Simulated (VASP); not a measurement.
Band structure of HfZr (space group P-6m2). Computed with PBEsol GGA, VASP's PBE PAW potentials (set 64) (plane waves; VASP 6.6.1).

Unless said otherwise, spin-orbit coupling is left out, though it shifts the bands of the heavy elements here.

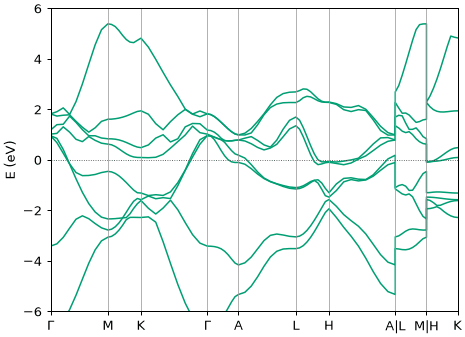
Figure. Bands along high-symmetry lines, zero at the valence-band maximum or, without a gap, the Fermi level

Question: Read the plot: is there a gap, and where are the band edges?

Answer: It has no gap at this level: it comes out as a metal or semimetal. (Edges off the drawn lines would not show.)

The structure comes from a computed database's HfZr entry (P-6m2); how it stands against other phases isn't given here. It was relaxed first.
